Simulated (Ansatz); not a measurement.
# Cl2H2Si···NH3: what the fields show

```xyz
9

Si   -0.5081   -1.1774   -0.4168
H     0.9705   -1.2247   -0.4346
Cl   -1.2129   -2.9656   -1.1781
Cl   -1.1624   -0.9664    1.5389
H    -1.0692   -0.0793   -1.2335
H     1.5937    1.1706    0.4161
N     0.8414    1.8499    0.5200
H     0.1657    1.4547    1.1727
H     0.3812    1.9384   -0.3844
```

Theory: RKS B3LYP-D4/def2-SVP in Ansatz.

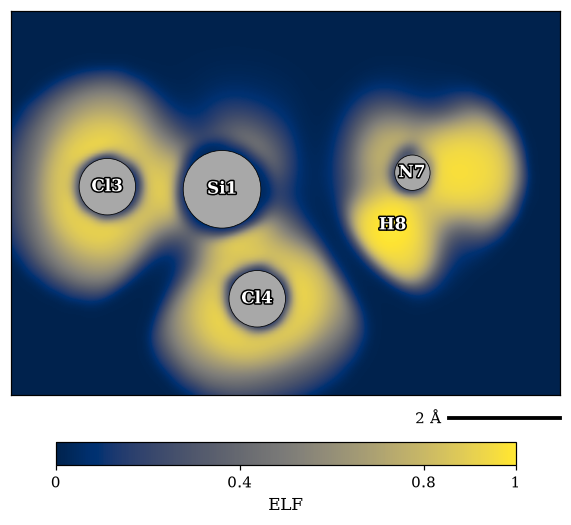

Figure 1. Electron localisation function on the plane of atoms Cl3, Si1 and Cl4. Grey discs cover the atomic cores.

Question: What does the map show?

Answer:
- Atoms in the plane: Si, Cl, N and H.
- Si1···N7 (3.44 Å): the ELF dips to about 0.05 between them: a weak contact between the two molecules.
- Si–Cl (2.07 Å): the ELF peaks at about 0.90 between the atoms; a shared but strongly polarised pair.
- N–H (1.02 Å): the ELF climbs to about 1 towards the hydrogen, as it does in any bond to H; an ordinary covalent bond to hydrogen.
- The ELF also peaks beside Cl4, Cl3 and N7, away from the bonds: lone-pair regions.

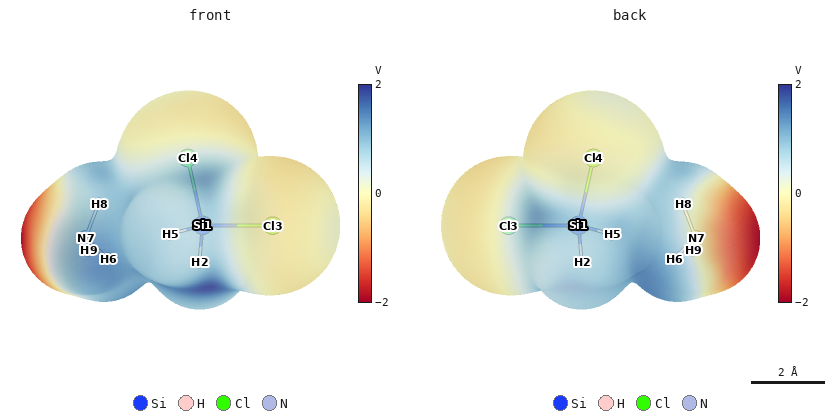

Figure 2. The molecular electrostatic potential painted on the density surface at 0.002 e/bohr³, seen from the front and from behind; red is negative and blue positive.

Question: Describe the electrostatic potential map.

Answer: The most negative region (about −1.9 V) lies over N7, the most positive (about +1.8 V) over Si1. N7 is the likeliest acceptor of a hydrogen bond.

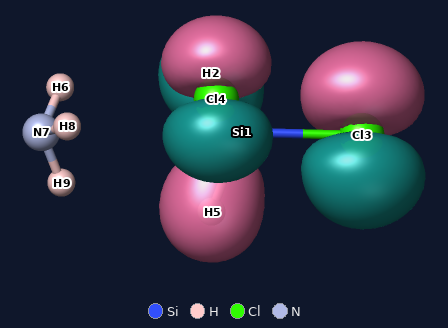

Figure 3. The HOMO−1 at ±0.1 Å⁻³ᐟ² (teal and pink are the two phases), seen from one side.

Question: Where does this orbital lie, and at what energy?

Answer: Its weight (Hirshfeld) is mainly on Cl3 (about 45 %), Cl4 (about 25 %), Si1 (about 15 %), H5 (about 10 %) and H2 (about 10 %). Its energy is −8.81 eV.

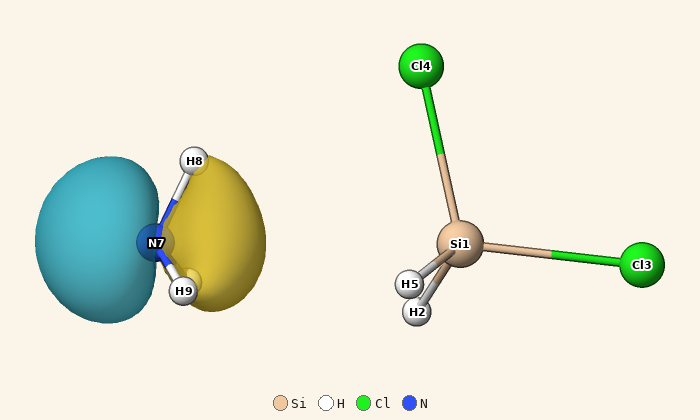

Figure 4. The HOMO at ±0.2 Å⁻³ᐟ² (yellow and cyan are the two phases), seen across its widest extent.

Question: Describe this orbital and give its energy.

Answer: By Hirshfeld shares it lies mainly on N7 (about 80 %); largely a lone pair of N7. Its energy is −7.18 eV.
